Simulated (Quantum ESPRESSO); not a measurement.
# C (Fd-3m): a volume series of phonon spectra, part 4 of 6

Which modes of C drive its thermal expansion?

Measurements to reproduce:
- volume expansion coefficient 3.5 1e-6/K and bulk modulus 442 GPa near room temperature (given in “High-Throughput Prediction of Finite-Temperature Properties using the Quasi-Harmonic Approximation”, 2016, arXiv:1603.06924)

Quantum ESPRESSO 7.5; DFT PBE, scalar-relativistic, plane waves, GBRV ultrasoft pseudopotentials.

So far. Step 3 (Relaxation): After the last step pw.x solved the final cell once more on a basis chosen for it, which moves the energy without moving the atoms. Step 4 (Self-consistent run): On a basis chosen for the relaxed cell the pressure is 0.008 GPa, small enough for phonons.

### 5. Forces on a displaced cell

System of this step: C. The cell holds 54 atoms: 54 C. Its edges and angles: a = 7.575 Å, b = 7.575 Å, c = 7.575 Å, α = 60.0°, β = 60.0°, γ = 60.0°. It derives from C, repeated 3×3×3.

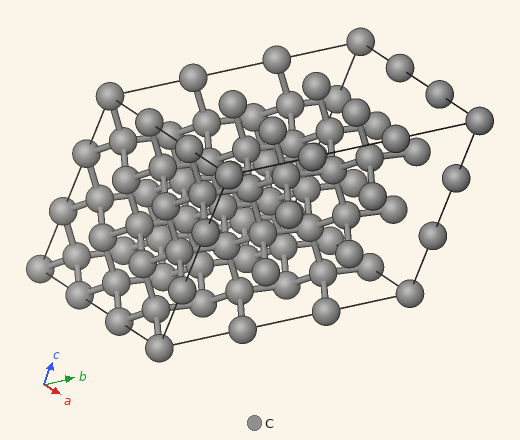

The cell of this step (carbon grey). Bonds to atoms that aren't drawn are left out. Some periodic images of atoms are drawn too.

File disp-00001.in:

```
&CONTROL
  calculation = 'scf'
  prefix      = 'x'
  outdir      = './tmp'
  pseudo_dir  = './pseudo'
  tprnfor     = .true.
  disk_io     = 'none'
/
&SYSTEM
  ibrav       = 0
  nat         = 54
  ntyp        = 1
  ecutwfc     = 45.0
  ecutrho     = 270.0
  occupations = 'fixed'
  nbnd        = 110
/
&ELECTRONS
  conv_thr         = 1.0d-11
  mixing_beta      = 0.7
  electron_maxstep = 100
/
ATOMIC_SPECIES
 C      12.0110  C.upf
CELL_PARAMETERS angstrom
     0.000000000    5.356325721    5.356325721
     5.356325721    0.000000000    5.356325721
     5.356325721    5.356325721    0.000000000
ATOMIC_POSITIONS crystal
 C      0.002640268   0.000000000   0.000000000
 C      0.333333333   0.000000000   0.000000000
 C      0.666666667   0.000000000   0.000000000
 C      0.000000000   0.333333333   0.000000000
 C      0.333333333   0.333333333   0.000000000
 C      0.666666667   0.333333333   0.000000000
 C      0.000000000   0.666666667   0.000000000
 C      0.333333333   0.666666667   0.000000000
 C      0.666666667   0.666666667   0.000000000
 C      0.000000000   0.000000000   0.333333333
 C      0.333333333   0.000000000   0.333333333
 C      0.666666667   0.000000000   0.333333333
 C      0.000000000   0.333333333   0.333333333
 C      0.333333333   0.333333333   0.333333333
 C      0.666666667   0.333333333   0.333333333
 C      0.000000000   0.666666667   0.333333333
 C      0.333333333   0.666666667   0.333333333
 C      0.666666667   0.666666667   0.333333333
 C      0.000000000   0.000000000   0.666666667
 C      0.333333333   0.000000000   0.666666667
 C      0.666666667   0.000000000   0.666666667
 C      0.000000000   0.333333333   0.666666667
 C      0.333333333   0.333333333   0.666666667
 C      0.666666667   0.333333333   0.666666667
 C      0.000000000   0.666666667   0.666666667
 C      0.333333333   0.666666667   0.666666667
 C      0.666666667   0.666666667   0.666666667
 C      0.083333333   0.083333333   0.083333333
 C      0.416666667   0.083333333   0.083333333
 C      0.750000000   0.083333333   0.083333333
 C      0.083333333   0.416666667   0.083333333
 C      0.416666667   0.416666667   0.083333333
 C      0.750000000   0.416666667   0.083333333
 C      0.083333333   0.750000000   0.083333333
 C      0.416666667   0.750000000   0.083333333
 C      0.750000000   0.750000000   0.083333333
 C      0.083333333   0.083333333   0.416666667
 C      0.416666667   0.083333333   0.416666667
 C      0.750000000   0.083333333   0.416666667
 C      0.083333333   0.416666667   0.416666667
 C      0.416666667   0.416666667   0.416666667
 C      0.750000000   0.416666667   0.416666667
 C      0.083333333   0.750000000   0.416666667
 C      0.416666667   0.750000000   0.416666667
 C      0.750000000   0.750000000   0.416666667
 C      0.083333333   0.083333333   0.750000000
 C      0.416666667   0.083333333   0.750000000
 C      0.750000000   0.083333333   0.750000000
 C      0.083333333   0.416666667   0.750000000
 C      0.416666667   0.416666667   0.750000000
 C      0.750000000   0.416666667   0.750000000
 C      0.083333333   0.750000000   0.750000000
 C      0.416666667   0.750000000   0.750000000
 C      0.750000000   0.750000000   0.750000000
K_POINTS automatic
 3 3 3 0 0 0
```

Started as:

```sh
$ OMP_NUM_THREADS=1 mpirun -n 4 pw.x -nk 4 -in disp-00001.in > disp-00001.out
```

What it wrote:

```text
[banner, memory and clock lines left out]
Program PWSCF v.7.5

     Message from routine setup:
     using ibrav=0 with symmetry is DISCOURAGED, use correct ibrav instead

     G-vector sticks info

     bravais-lattice index     =            0
     lattice parameter (alat)  =      14.3147  a.u.
     unit-cell volume          =    2074.0897 (a.u.)^3
     number of atoms/cell      =           54
     number of atomic types    =            1
     number of electrons       =       216.00
     number of Kohn-Sham states=          110
     kinetic-energy cutoff     =      45.0000  Ry
     charge density cutoff     =     270.0000  Ry
     scf convergence threshold =      1.0E-11
     mixing beta               =       0.7000
     number of iterations used =            8  plain     mixing
     Exchange-correlation= SLA  PW   PBE  PBE
                           (   1   4   3   4   0   0   0)

     celldm(1)=  14.314654  celldm(2)=   0.000000  celldm(3)=   0.000000
     celldm(4)=   0.000000  celldm(5)=   0.000000  celldm(6)=   0.000000

     crystal axes: (cart. coord. in units of alat)
               a(1) = (   0.000000   0.707107   0.707107 )
               a(2) = (   0.707107   0.000000   0.707107 )
               a(3) = (   0.707107   0.707107   0.000000 )

     reciprocal axes: (cart. coord. in units 2 pi/alat)
               b(1) = ( -0.707107  0.707107  0.707107 )
               b(2) = (  0.707107 -0.707107  0.707107 )
               b(3) = (  0.707107  0.707107 -0.707107 )

     PseudoPot. # 1 for C  read from file:
     ./pseudo/C.upf
     Pseudo is Ultrasoft + core correction, Zval =  4.0
     Using radial grid of  721 points,  4 beta functions with:
                l(1) =   0
                l(2) =   0
                l(3) =   1
                l(4) =   1
     Q(r) pseudized with  8 coefficients,  rinner =    1.100   1.100   1.100

     atomic species   valence    mass     pseudopotential
     C                 4.00    12.01100     C ( 1.00)

      2 Sym. Ops. (no inversion) found

   Cartesian axes

     site n.     atom                  positions (alat units)
         1        C      tau(   1) = (   0.0000000   0.0018670   0.0018670  )
         2        C      tau(   2) = (   0.0000000   0.2357023   0.2357023  )
         3        C      tau(   3) = (   0.0000000   0.4714045   0.4714045  )
         4        C      tau(   4) = (   0.2357023   0.0000000   0.2357023  )
         5        C      tau(   5) = (   0.2357023   0.2357023   0.4714045  )
         6        C      tau(   6) = (   0.2357023   0.4714045   0.7071068  )
         7        C      tau(   7) = (   0.4714045   0.0000000   0.4714045  )
         8        C      tau(   8) = (   0.4714045   0.2357023   0.7071068  )
         9        C      tau(   9) = (   0.4714045   0.4714045   0.9428090  )
        10        C      tau(  10) = (   0.2357023   0.2357023   0.0000000  )
        11        C      tau(  11) = (   0.2357023   0.4714045   0.2357023  )
        12        C      tau(  12) = (   0.2357023   0.7071068   0.4714045  )
        13        C      tau(  13) = (   0.4714045   0.2357023   0.2357023  )
        14        C      tau(  14) = (   0.4714045   0.4714045   0.4714045  )
        15        C      tau(  15) = (   0.4714045   0.7071068   0.7071068  )
        16        C      tau(  16) = (   0.7071068   0.2357023   0.4714045  )
[...]
47        C      tau(  47) = (   0.5892557   0.8249579   0.3535534  )
        48        C      tau(  48) = (   0.5892557   1.0606602   0.5892557  )
        49        C      tau(  49) = (   0.8249579   0.5892557   0.3535534  )
        50        C      tau(  50) = (   0.8249579   0.8249579   0.5892557  )
        51        C      tau(  51) = (   0.8249579   1.0606602   0.8249579  )
        52        C      tau(  52) = (   1.0606602   0.5892557   0.5892557  )
        53        C      tau(  53) = (   1.0606602   0.8249579   0.8249579  )
        54        C      tau(  54) = (   1.0606602   1.0606602   1.0606602  )

     number of k points=    10
                       cart. coord. in units 2pi/alat
        k(    1) = (   0.0000000   0.0000000   0.0000000), wk =   0.0740741
        k(    2) = (   0.2357023   0.2357023  -0.2357023), wk =   0.2962963
        k(    3) = (   0.4714045   0.0000000  -0.0000000), wk =   0.1481481
        k(    4) = (  -0.0000000  -0.4714045   0.4714045), wk =   0.1481481
        k(    5) = (  -0.2357023   0.2357023   0.2357023), wk =   0.1481481
        k(    6) = (   0.2357023   0.2357023   0.2357023), wk =   0.1481481
        k(    7) = (  -0.0000000   0.4714045   0.0000000), wk =   0.2962963
        k(    8) = (  -0.0000000  -0.4714045  -0.4714045), wk =   0.1481481
        k(    9) = (  -0.4714045  -0.0000000  -0.4714045), wk =   0.2962963
        k(   10) = (   0.4714045   0.0000000  -0.4714045), wk =   0.2962963

     Dense  grid:   155101 G-vectors     FFT dimensions: (  75,  75,  75)

     Smooth grid:    84667 G-vectors     FFT dimensions: (  64,  64,  64)

     Initial potential from superposition of free atoms

     starting charge     215.9978, renormalised to     216.0000
     Starting wfcs are  216 randomized atomic wfcs

     per-process dynamical memory:   215.0 Mb

     Self-consistent Calculation

     iteration #  1     ecut=    45.00 Ry     beta= 0.70
     Davidson diagonalization with overlap
     ethr =  1.00E-02,  avg # of iterations =  2.0

     total energy              =    -619.77395115 Ry
     estimated scf accuracy    <       3.05322113 Ry

     iteration #  2     ecut=    45.00 Ry     beta= 0.70
     Davidson diagonalization with overlap
     ethr =  1.41E-03,  avg # of iterations =  1.0

     total energy              =    -619.94736665 Ry
     estimated scf accuracy    <       0.07874912 Ry

     iteration #  3     ecut=    45.00 Ry     beta= 0.70
     Davidson diagonalization with overlap
     ethr =  3.65E-05,  avg # of iterations =  2.7

     total energy              =    -619.96246757 Ry
     estimated scf accuracy    <       0.00115021 Ry

     iteration #  4     ecut=    45.00 Ry     beta= 0.70
     Davidson diagonalization with overlap
     c_bands:  2 eigenvalues not converged
     ethr =  5.33E-07,  avg # of iterations = 13.7

     total energy              =    -619.96317376 Ry
     estimated scf accuracy    <       0.00002153 Ry

     iteration #  5     ecut=    45.00 Ry     beta= 0.70
     Davidson diagonalization with overlap
     ethr =  9.97E-09,  avg # of iterations =  5.3

     total energy              =    -619.96319541 Ry
     estimated scf accuracy    <       0.00002260 Ry

     iteration #  6     ecut=    45.00 Ry     beta= 0.70
     Davidson diagonalization with overlap
     ethr =  9.97E-09,  avg # of iterations =  4.4

     total energy              =    -619.96320002 Ry
     estimated scf accuracy    <       0.00000027 Ry

     iteration #  7     ecut=    45.00 Ry     beta= 0.70
     Davidson diagonalization with overlap
     ethr =  1.24E-10,  avg # of iterations =  5.0

     total energy              =    -619.96320022 Ry
     estimated scf accuracy    <       0.00000021 Ry

     iteration #  8     ecut=    45.00 Ry     beta= 0.70
     Davidson diagonalization with overlap
     ethr =  9.71E-11,  avg # of iterations =  2.0

     total energy              =    -619.96320022 Ry
     estimated scf accuracy    <       0.00000005 Ry

     iteration #  9     ecut=    45.00 Ry     beta= 0.70
     Davidson diagonalization with overlap
     ethr =  2.25E-11,  avg # of iterations =  3.0

     total energy              =    -619.96320024 Ry
     estimated scf accuracy    <          5.0E-09 Ry

     iteration # 10     ecut=    45.00 Ry     beta= 0.70
     Davidson diagonalization with overlap
     ethr =  2.30E-12,  avg # of iterations =  3.1

     total energy              =    -619.96320023 Ry
     estimated scf accuracy    <          5.5E-09 Ry

     iteration # 11     ecut=    45.00 Ry     beta= 0.70
     Davidson diagonalization with overlap
     ethr =  2.30E-12,  avg # of iterations =  2.0

     total energy              =    -619.96320023 Ry
     estimated scf accuracy    <          2.5E-10 Ry

     iteration # 12     ecut=    45.00 Ry     beta= 0.70
     Davidson diagonalization with overlap
     ethr =  1.15E-13,  avg # of iterations =  3.4

     total energy              =    -619.96320023 Ry
     estimated scf accuracy    <          5.7E-11 Ry

     iteration # 13     ecut=    45.00 Ry     beta= 0.70
     Davidson diagonalization with overlap
     ethr =  1.00E-13,  avg # of iterations =  1.0

     total energy              =    -619.96320023 Ry
     estimated scf accuracy    <          3.2E-11 Ry

     iteration # 14     ecut=    45.00 Ry     beta= 0.70
     Davidson diagonalization with overlap
     ethr =  1.00E-13,  avg # of iterations =  1.1

     End of self-consistent calculation

          k = 0.0000 0.0000 0.0000 ( 10657 PWs)   bands (ev):

    -8.1233  -5.1342  -5.1197  -5.1177  -5.1177  -5.1177  -5.1177  -5.1157
    -5.1021  -4.1283  -4.1175  -4.1161  -4.1161  -4.1148  -4.1040  -0.7512
    -0.7300  -0.7285  -0.7280  -0.7276  -0.7268  -0.7268  -0.7259  -0.7256
    -0.7251  -0.7234  -0.7032   2.3589   2.3775   2.3783   2.3805   2.3807
     2.3823   2.3823   2.3840   2.3841   2.3863   2.3871   2.4049   3.9193
     3.9278   3.9309   3.9427   3.9430   3.9440   3.9444   3.9444   3.9445
     3.9447   3.9453   3.9462   3.9465   3.9466   3.9468   3.9469   3.9471
     3.9601   3.9615   3.9719   6.1144   6.1238   6.1273   6.1275   6.1311
     6.1401   7.9716   7.9870   7.9890   7.9908   7.9913   7.9915   7.9915
     7.9915   7.9921   7.9939   7.9958   8.0102   8.5950   8.6043   8.6116
     8.6125   8.6131   8.6137   8.6137   8.6144   8.6149   8.6158   8.6236
     8.6335  10.9299  10.9624  10.9673  10.9684  10.9705  10.9708  10.9710
    10.9710  10.9713  10.9713  10.9714  10.9719  10.9739  10.9749  10.9805
    11.0138  13.2723  13.2834  13.2950  17.4330  17.4432

          k = 0.2357 0.2357-0.2357 ( 10603 PWs)   bands (ev):

    -7.7829  -6.7696  -5.4465  -5.4398  -5.4336  -5.1099  -5.1034  -5.0968
    -4.1626  -4.1562  -4.1500  -3.0150  -2.6253  -2.6188  -2.6129  -2.5289
    -2.5223  -2.5154  -0.6450  -0.6341  -0.6330  -0.6327  -0.6315  -0.6225
[...]
11.7650  11.7802  12.7417  12.7584  18.1487  18.1605

          k = 0.4714 0.0000-0.0000 ( 10566 PWs)   bands (ev):

[...]
11.7988  11.8439  11.8442  12.2241  17.6342  17.8778

          k =-0.0000-0.4714 0.4714 ( 10577 PWs)   bands (ev):

[...]
10.9750  11.6582  11.6586  12.6931  18.2395  19.0572

          k =-0.2357 0.2357 0.2357 ( 10603 PWs)   bands (ev):

[...]
11.7656  11.7742  12.7411  12.7505  18.1525  18.1544

          k = 0.2357 0.2357 0.2357 ( 10603 PWs)   bands (ev):

[...]
11.7705  11.7794  12.7490  12.7590  18.1532  18.1606

          k =-0.0000 0.4714 0.0000 ( 10566 PWs)   bands (ev):

[...]
11.8049  11.8404  11.8518  12.2238  17.6344  17.8779

          k =-0.0000-0.4714-0.4714 ( 10577 PWs)   bands (ev):

[...]
10.9728  11.6502  11.6668  12.6927  18.2406  19.0559

          k =-0.4714-0.0000-0.4714 ( 10577 PWs)   bands (ev):

[...]
10.9731  11.6510  11.6607  12.7000  18.2428  19.0573

          k = 0.4714 0.0000-0.4714 ( 10577 PWs)   bands (ev):

[...]
3.0298   3.0426   3.5706   3.5783   4.5204   4.5281   4.5332   4.5340
     4.6736   4.6789   5.5372   5.8397   5.8447   5.8499   5.8524   5.9733
     5.9762   5.9841   6.1688   6.1747   6.4619   6.4638   6.5595   7.1932
     7.4869   7.4883   7.4919   7.4949   7.5190   7.5251   7.5277   7.5357
     7.5915   7.5979   7.6518   7.6546   7.6561   7.6700   7.7013   7.7107
     8.4975   8.5011   8.6229   8.6332   8.9419   8.9522   9.1046   9.1093
     9.1113   9.1240   9.1671   9.1731   9.8999   9.9259   9.9349   9.9371
     9.9442  10.0888  10.0995  10.5594  10.7769  10.7914  10.8560  10.9709
    10.9849  11.6560  11.6660  12.6858  18.2377  19.0551

     highest occupied, lowest unoccupied level (ev):    13.2950   17.4330

!    total energy              =    -619.96320023 Ry
     estimated scf accuracy    <          4.3E-13 Ry

     The total energy is the sum of the following terms:
     one-electron contribution =     216.34102134 Ry
     hartree contribution      =      52.29280612 Ry
     xc contribution           =    -198.88419102 Ry
     ewald contribution        =    -689.71283668 Ry

     convergence has been achieved in  14 iterations

     Forces acting on atoms (cartesian axes, Ry/au):

     atom    1 type  1   force =    -0.00075115   -0.02439727   -0.02439727
     atom    2 type  1   force =     0.00073026    0.00181024    0.00181024
     atom    3 type  1   force =    -0.00072593    0.00173241    0.00173241
     atom    4 type  1   force =     0.00054703   -0.00047676    0.00049433
     atom    5 type  1   force =    -0.00000073    0.00005661    0.00005650
     atom    6 type  1   force =    -0.00055036    0.00049382   -0.00046752
     atom    7 type  1   force =     0.00126740   -0.00120076    0.00121916
     atom    8 type  1   force =    -0.00128621    0.00122495   -0.00120092
     atom    9 type  1   force =     0.00000019    0.00005562    0.00005771
     atom   10 type  1   force =     0.00054703    0.00049433   -0.00047676
     atom   11 type  1   force =    -0.00000073    0.00005650    0.00005661
     atom   12 type  1   force =    -0.00055036   -0.00046752    0.00049382
     atom   13 type  1   force =     0.00004719    0.00000974    0.00000974
     atom   14 type  1   force =    -0.00004680    0.00000937    0.00000937
     atom   15 type  1   force =     0.00000027    0.00003650    0.00003650
     atom   16 type  1   force =    -0.00000492   -0.00005809   -0.00005134
[...]
atom   47 type  1   force =     0.00003639   -0.00014621   -0.00007455
     atom   48 type  1   force =    -0.00003768   -0.00007991   -0.00014403
     atom   49 type  1   force =    -0.00006389   -0.00004396    0.00002296
     atom   50 type  1   force =    -0.00000005   -0.00001552   -0.00001610
     atom   51 type  1   force =     0.00006435    0.00002458   -0.00004370
     atom   52 type  1   force =    -0.00010285   -0.00008136   -0.00008136
     atom   53 type  1   force =     0.00009948   -0.00008058   -0.00008058
     atom   54 type  1   force =    -0.00000015   -0.00002922   -0.00002922

     Total force =     0.038171     Total SCF correction =     0.000002
     Message from routine punch:
     Nothing written, as per user request (disk_io='none')
```

Elapsed: 2.6 min, on 4 MPI ranks of Arm Neoverse V2, shared host; 10 min of CPU time.

This step gave:

```yaml
gap_on_the_k_mesh: 4.138 eV
```

Force (size) by element, in eV/Å:

```csv
element,atoms,mean,spread (r.m.s.),least,largest
C,54,0.041,0.127,0.000,0.887
```

The atoms with the largest values:

```csv
atom,"x, y, z (Å)",force (eV/Å)
C1,"0.00, 0.01, 0.01","-0.019, -0.627, -0.627"
C28,"0.89, 0.89, 0.89","0.071, 0.169, 0.169"
C30,"0.89, 4.46, 4.46","-0.053, 0.153, 0.153"
C34,"4.46, 0.89, 4.46","0.001, 0.099, 0.100"
C46,"4.46, 4.46, 0.89","0.001, 0.100, 0.099"
C2,"0.00, 1.79, 1.79","0.019, 0.047, 0.047"
C3,"0.00, 3.57, 3.57","-0.019, 0.045, 0.045"
C20,"3.57, 5.36, 1.79","-0.033, -0.031, 0.031"
```

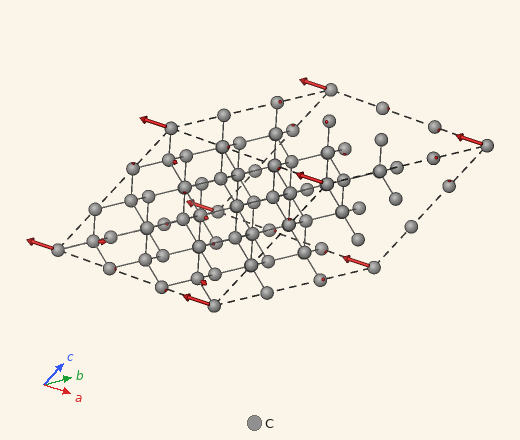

Force as arrows, the longest 0.887 eV/Å. Bonds to atoms that aren't drawn are left out. Some periodic images of atoms are drawn too.

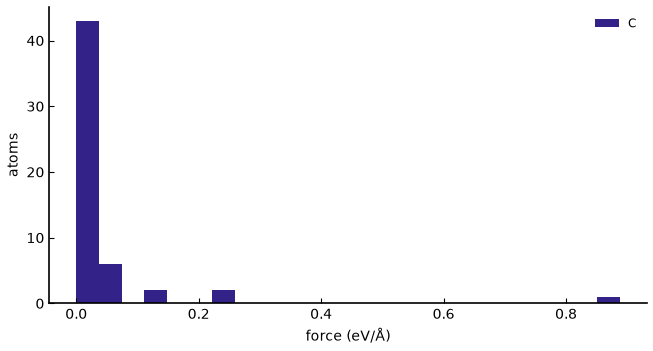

Force as a stacked histogram.

At this level the gap is 4.14 eV on the k-mesh of the self-consistent run, which can miss the band edges.

(Part 4 of 6 ends here.)

[Logs are printed without paths, hosts, clocks, repeated set-up lines and the standing remarks that a program may print on its own settings, such as how far it seeks lower states.]

[Hosts, paths, dates, database ids (printed as entryN), source tags and the programs' standing remarks are cut or masked in the printed files.]

[A step with changed settings may run another functional than the one named; its input shows which.]

[Of the runs on displaced cells, only some may be shown.]
